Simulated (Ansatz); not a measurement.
BGeH₆NO

The calculation's input:

```
basis:
  gaussian: {orbitals: def2-TZVPD}
crystal:
  periodic: [false, false, false]
  atoms:
    - {symbol: B, position_ang: [-2.523969, -1.176736, -2.092751]}
    - {symbol: Ge, position_ang: [-1.013573, -0.600506, 0.318430]}
    - {symbol: "N", position_ang: [-1.304897, -1.271546, -1.392584]}
    - {symbol: O, position_ang: [-3.570774, -0.545303, -1.470074]}
    - {symbol: H, position_ang: [-4.370919, -0.516302, -2.003520]}
    - {symbol: H, position_ang: [-2.636735, -1.640265, -3.208476]}
    - {symbol: H, position_ang: [-0.523895, -1.735826, -1.842052]}
    - {symbol: H, position_ang: [0.452911, -0.942236, 0.654507]}
    - {symbol: H, position_ang: [-1.960827, -1.275514, 1.327737]}
    - {symbol: H, position_ang: [-1.221312, 0.925296, 0.338712]}
hamiltonian: {xc: {name: PBE0}}
output: {forces: true, orbitals: {seedname: orbitals}}
```

Launched as:

```sh
ansatz run input.yaml --threads 2 --pin off --max-ram 4350MiB --events-out events.jsonl --progress --plain --runs-dir runs
```

Geometry: B3LYP-D3(BJ)/def2-SVP.

All numbers below come from isolated molecule in a Gaussian basis; Kohn-Sham density functional theory, functional PBE0 in Ansatz.

**Predict the electron density and electron localisation function between the atoms.**

B–O (1.37 Å): ρ at the midpoint is about 2.1 e/Å³; the ELF peaks at about 0.90 between the atoms, as expected for a polar covalent bond.
B–N (1.41 Å): ρ is about 1.9 e/Å³ halfway; the ELF peaks at about 0.95 between the atoms, as expected for a short, strongly polar bond.
Ge–N (1.86 Å): ρ is about 0.93 e/Å³ halfway; the ELF peaks at about 0.90 in the valence shell of N, 0.7 Å from its nucleus, and is about 0.50 at the midpoint.
O–H (0.96 Å): ρ is about 3.8 e/Å³ halfway; the ELF climbs to about 1 towards the hydrogen, as it does in any bond to H; a covalent bond by its length.

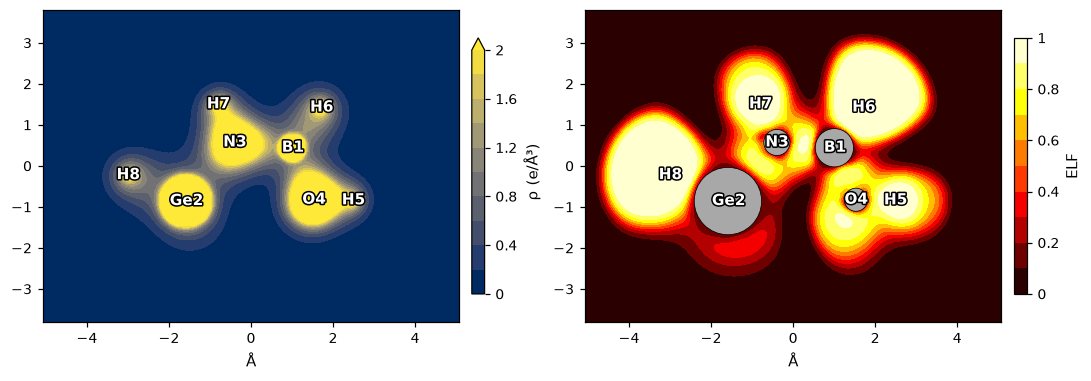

Computed electron density and electron localisation function on the plane of atoms N3, Ge2 and H8, in this order. Grey discs cover the atomic cores in the ELF map. 
